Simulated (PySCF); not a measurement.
# [Tl(NH2)2]+: a change of charge

Aim: at the relaxed geometry of [Tl(NH2)2]+, try a change of charge. The species was built from a template and needn't be a known compound.

Computed with PySCF 2.14.0. Level: PBE0, Tl def2-SVP with ECP60, N def2-SVP, H def2-SVP; scalar-relativistic core potentials, no spin–orbit coupling.

1 further run of the same task is left out (for a known fault of the program).

## (1) Starting geometry

7 atoms, charge 1, spin multiplicity 1.

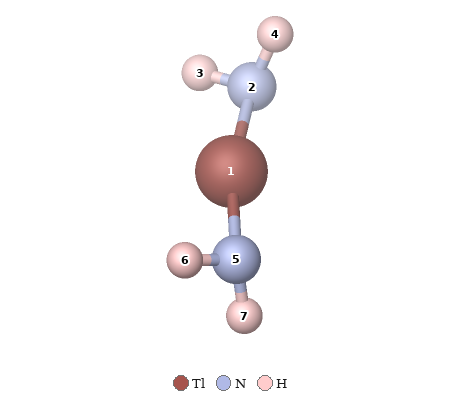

The structure; thallium brown, nitrogen light blue, hydrogen pink; atoms are numbered from 1 in the order of the file.

Geometry (Å):

```xyz
7
H4N2Tl
Tl    0.0000    0.0000   -0.0580
N     2.0041   -0.1309    0.1511
H     2.4535   -0.4638   -0.7063
H     2.4137    0.7707    0.4106
N    -2.0041    0.1309    0.1511
H    -2.4535    0.4638   -0.7063
H    -2.4137   -0.7707    0.4106
```

Formal oxidation states: Tl +3. An earlier session relaxed this geometry at PBE0, Tl def2-SVP with ECP60, N def2-SVP, H def2-SVP (singlet, point group C2).

Its energy there is -283.907735 Eh.

## (2) One electron removed, multiplicity 2

run.py (the lines that set the calculation) reads:

```python
mol = gto.M(atom='''
Tl     0.00000     0.00000    -0.05796
N      2.00412    -0.13091     0.15107
H      2.45347    -0.46379    -0.70628
H      2.41367     0.77068     0.41055
N     -2.00412     0.13091     0.15107
H     -2.45347     0.46379    -0.70628
H     -2.41367    -0.77068     0.41055''',
    basis={'Tl': 'def2-SVP', 'N': 'def2-SVP', 'H': 'def2-SVP'},
    ecp={'Tl': 'def2-SVP'},
    charge=2, spin=1)
mf = dft.UKS(mol, xc='PBE0')
mf.grids.atom_grid = (50, 194)
mf = mf.density_fit()  # fitting sets: Tl def2-universal-JKFIT, N def2-universal-JKFIT, H def2-universal-JKFIT
mf.conv_tol = 1e-08; mf.max_cycle = 55
mf.kernel(dm0)  # dm0: the density of the relaxed state
```

Run with:

```sh
$ OMP_NUM_THREADS=2 python run.py
```

Log:

```text
init E= -283.915546376881
  HOMO = -0.492287157576  LUMO = -0.47650132191  gap/eV = 0.42955
cycle= 1 E= -283.301833355255  delta_E= 0.614  |g|= 0.269  |ddm|= 0.627
  HOMO = -0.78297514432  LUMO = -0.730446213444  gap/eV = 1.42939
cycle= 2 E= -283.28617041371  delta_E= 0.0157  |g|= 0.358  |ddm|= 0.531
  HOMO = -0.71632432004  LUMO = -0.655525803648  gap/eV = 1.65441
cycle= 3 E= -283.34575734098  delta_E= -0.0596  |g|= 0.0301  |ddm|= 0.341
  HOMO = -0.707998848116  LUMO = -0.643932361373  gap/eV = 1.74334
cycle= 4 E= -283.346795909178  delta_E= -0.00104  |g|= 0.0143  |ddm|= 0.0787
  HOMO = -0.706630094376  LUMO = -0.638810901079  gap/eV = 1.84545
cycle= 5 E= -283.347162329927  delta_E= -0.000366  |g|= 0.0121  |ddm|= 0.0609
  HOMO = -0.706694200945  LUMO = -0.637837161873  gap/eV = 1.87370
cycle= 6 E= -283.347161472884  delta_E= 8.57e-07  |g|= 0.0158  |ddm|= 0.0312
  HOMO = -0.706978901615  LUMO = -0.635938871822  gap/eV = 1.93310
cycle= 7 E= -283.347363085853  delta_E= -0.000202  |g|= 0.00115  |ddm|= 0.0359
  HOMO = -0.707224099026  LUMO = -0.635745966557  gap/eV = 1.94502
cycle= 8 E= -283.347367185308  delta_E= -4.1e-06  |g|= 0.000436  |ddm|= 0.00589
  HOMO = -0.707330179312  LUMO = -0.635689756813  gap/eV = 1.94944
cycle= 9 E= -283.347367756824  delta_E= -5.72e-07  |g|= 0.000102  |ddm|= 0.00215
  HOMO = -0.707365551765  LUMO = -0.635687116876  gap/eV = 1.95047
cycle= 10 E= -283.347367785956  delta_E= -2.91e-08  |g|= 1.49e-05  |ddm|= 0.000494
  HOMO = -0.707367153569  LUMO = -0.635688595127  gap/eV = 1.95047
cycle= 11 E= -283.347367786433  delta_E= -4.77e-10  |g|= 4.42e-06  |ddm|= 4.98e-05
  HOMO = -0.707367318538  LUMO = -0.635688628459  gap/eV = 1.95048
Extra cycle  E= -283.347367786445  delta_E= -1.19e-11  |g|= 3.88e-06  |ddm|= 1.09e-05
converged SCF energy = -283.347367786445  <S^2> = 0.84392673  2S+1 = 2.091819
```

Wall time 2.3 s (2 threads of Arm Neoverse V1, shared host).

Read off: E = -283.347368 Eh (+15.248 eV from the relaxed state), HOMO -19.25 eV, LUMO -17.30 eV (over both spins), ⟨S²⟩ = 0.844, Mulliken charge on Tl1 +1.10 e. 

## (3) One electron added, multiplicity 2

Edit run.py (the lines that set the calculation) of step 2 so:

```diff
@@ -10,3 +10,3 @@
     ecp={'Tl': 'def2-SVP'},
-    charge=2, spin=1)
+    charge=0, spin=1)
 mf = dft.UKS(mol, xc='PBE0')
```

Run with:

```sh
$ OMP_NUM_THREADS=2 python run.py
```

Log:

```text
init E= -283.914765701254
  HOMO = -0.275490347912  LUMO = -0.265663966482  gap/eV = 0.26739
cycle= 1 E= -284.070219495813  delta_E= -0.155  |g|= 0.224  |ddm|= 1.51
  HOMO = -0.059036449856  LUMO = 0.00538261103598  gap/eV = 1.75293
cycle= 2 E= -284.060044521812  delta_E= 0.0102  |g|= 0.297  |ddm|= 1.01
  HOMO = -0.107411074605  LUMO = -0.0157533271757  gap/eV = 2.49413
cycle= 3 E= -284.099850814727  delta_E= -0.0398  |g|= 0.0455  |ddm|= 0.429
  HOMO = -0.114440469347  LUMO = -0.0215792736585  gap/eV = 2.52688
cycle= 4 E= -284.100985200577  delta_E= -0.00113  |g|= 0.0117  |ddm|= 0.0911
  HOMO = -0.117011951214  LUMO = -0.0221446442366  gap/eV = 2.58147
cycle= 5 E= -284.1010660542  delta_E= -8.09e-05  |g|= 0.00222  |ddm|= 0.0215
  HOMO = -0.117271043562  LUMO = -0.0222506079933  gap/eV = 2.58564
cycle= 6 E= -284.101071313231  delta_E= -5.26e-06  |g|= 0.000691  |ddm|= 0.00671
  HOMO = -0.117226431478  LUMO = -0.0221224234992  gap/eV = 2.58791
cycle= 7 E= -284.101072095588  delta_E= -7.82e-07  |g|= 0.00024  |ddm|= 0.00368
  HOMO = -0.117218429441  LUMO = -0.0221245660374  gap/eV = 2.58764
cycle= 8 E= -284.101072213564  delta_E= -1.18e-07  |g|= 0.000102  |ddm|= 0.00138
  HOMO = -0.117227224878  LUMO = -0.0221331392412  gap/eV = 2.58764
cycle= 9 E= -284.10107224855  delta_E= -3.5e-08  |g|= 8.17e-05  |ddm|= 0.00102
  HOMO = -0.117229062615  LUMO = -0.0221344441742  gap/eV = 2.58766
cycle= 10 E= -284.101072255969  delta_E= -7.42e-09  |g|= 4.19e-05  |ddm|= 0.000295
  HOMO = -0.117233523934  LUMO = -0.0221365385511  gap/eV = 2.58772
Extra cycle  E= -284.101072257948  delta_E= -1.98e-09  |g|= 6.25e-05  |ddm|= 0.000258
converged SCF energy = -284.101072257948  <S^2> = 0.75760355  2S+1 = 2.0075892
```

It took 2.2 s on 2 threads of Arm Neoverse V1, shared host.

Result: E = -284.101072 Eh (-5.261 eV from the relaxed state), HOMO -3.19 eV, LUMO -0.92 eV (over both spins), ⟨S²⟩ = 0.758, Mulliken charge on Tl1 +0.31 e. 

## (4) The states side by side

| state | energy from the relaxed state (eV) | ⟨S²⟩ | time |
| --- | --- | --- | --- |
| charge +1, singlet, vacuum (relaxed) | 0 | 0.00 |  |
| charge 0, doublet, vacuum | -5.26 | 0.76 | 2.2 s |
| charge +2, doublet, vacuum | 15.25 | 0.84 | 2.3 s |

An electron taken off or put on is at rest in vacuum. 

Removing an electron vertically costs 15.25 eV (doublet), against −HOMO = 13.18 eV. Adding an electron vertically releases 5.26 eV (doublet). The bases are small and lack diffuse functions. Spin–orbit coupling is left out.
